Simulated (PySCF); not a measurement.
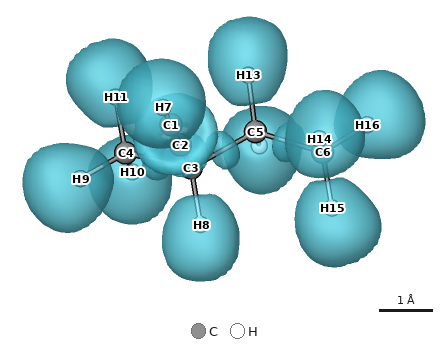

Figure 1: C₆H₁₀. Isosurface of the ELF at 0.85 (cyan), seen from one side. Core shells and regions of very low density are left out.

Geometry: GFN2-xTB, NEB image 0 of 0 to 8.

Computed with PySCF, PBE0/pcSseg-1, SCF density, gas phase, non-relativistic.

```xyz
16

C     0.9200    2.2931    0.6608
C     0.7059    1.2457    0.1234
C     0.4620   -0.0433   -0.5008
C     1.7204   -0.9105   -0.3997
C    -0.7411   -0.7325    0.1599
C    -2.0352    0.0418   -0.0581
H     1.1026    3.2172    1.1224
H     0.2309    0.1293   -1.5598
H     2.5668   -0.4091   -0.8641
H     1.5622   -1.8639   -0.9001
H     1.9638   -1.1008    0.6437
H    -0.8413   -1.7380   -0.2562
H    -0.5501   -0.8296    1.2313
H    -1.9438    1.0489    0.3428
H    -2.2661    0.1155   -1.1193
H    -2.8648   -0.4551    0.4398
```

Describe the localisation domains.

Answer. At this value the surface marks out five regions between bonded C–C atoms (shared pairs) and ten regions around hydrogen nuclei. Along the contacts the grid gives the following. C–C (1.20 Å): the ELF peaks at about 0.85 between the atoms: a short, multiple covalent bond. C–H (1.05 Å): the ELF climbs to about 1 towards the hydrogen, as it does in any bond to H; a covalent bond by its length.
